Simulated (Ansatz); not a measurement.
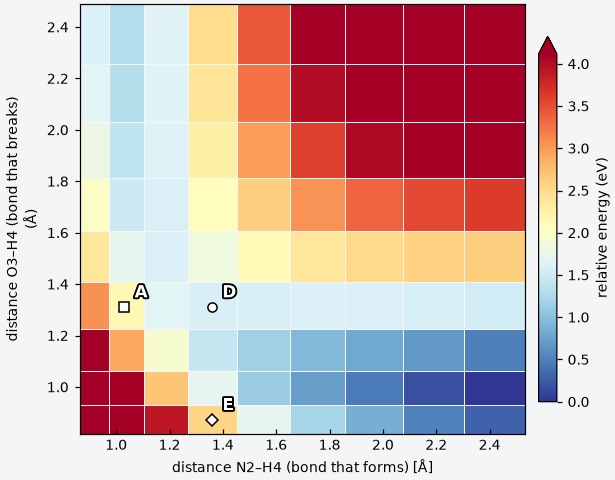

The reacting system ClGaH₃NO. First axis: distance N2–H4 (bond that forms). Second axis: distance O3–H4 (bond that breaks). Relaxed at each point: all other coordinates. The scan uses a 9 × 9 grid. Points are written as (first, second). Energies: eV, counted from the lowest grid point. Energies and slopes of some neighbouring points disagree (a jump in structure or state, or too coarse a mesh). The reference is spin-restricted, so regions where a bond is pulled apart into radicals lie too high. All numbers below come from Ansatz 0.2.0, RKS PBE0-D4/def2-SVP.

Drawn: one coloured cell a grid point, one colour for all values above the top of the scale, lettered points.

**Is E the lowest point of the computed grid?**

No. E lies 2.57 eV above the lowest grid point, which is at (2.418 Å, 0.984 Å).

**Rank the lettered points by energy, lowest first.**

D (1.58 eV), A (2.14 eV), E (2.57 eV).
